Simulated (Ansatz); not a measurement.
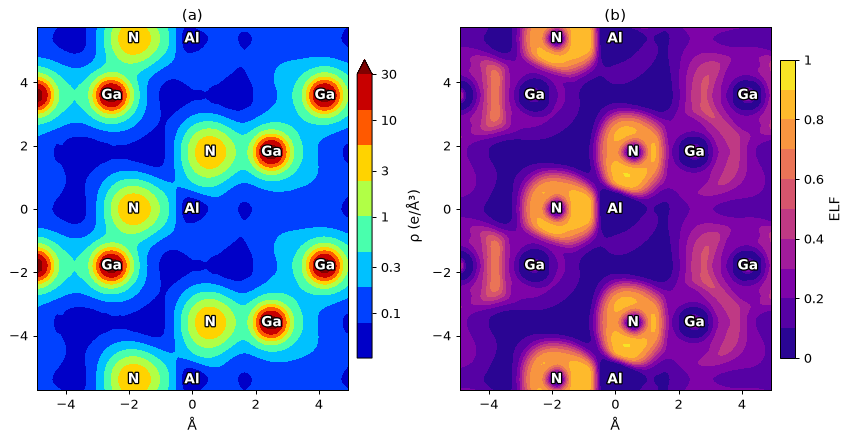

The picture shows: AlGa3N2. (a) valence charge density (pseudo); (b) electron localisation function on the (110) plane of the conventional cell.

Space group P3m1; a generated structure, not necessarily the stable one; changed on purpose from its base cell (volume × 0.91, shape and atoms relaxed); computed pressure about 13 GPa in this cell.

The calculation used DFT PBE, scalar-relativistic, plane waves, PAW in Ansatz.

Core electrons are frozen (PAW), and the valence fields are smoothed inside the atomic spheres.

```
Al Ga N
1.0
     3.10982    0.00000    0.00000
    -1.55491    2.69319    0.00000
     0.00000    0.00000    9.13110
Al Ga N
1 3 2
Cartesian
  0.0000 1.7955 2.3226
  0.0000 0.0000 8.8943
  1.5549 0.8977 4.8162
  0.0000 0.0000 6.5019
  0.0000 1.7955 0.4731
  1.5549 0.8977 2.8968
```

Q: Read the bonding off the picture.

A: The plane passes through Al, Ga and N nuclei. Al–N (1.85 Å): the density is about 0.74 e/Å³ at the midpoint; the ELF peaks at about 0.90 between the atoms. Ga–N (1.92 Å): the density is about 0.77 e/Å³ at the midpoint; the ELF peaks at about 0.85 in the valence shell of N, 0.6 Å from its nucleus, and is about 0.50 at the midpoint. Ga–Ga (2.46 Å): ρ at the midpoint is about 0.38 e/Å³; the ELF is about 0.50 at the midpoint. Between the atoms the lowest density in this plane is 0.03 e/Å³.
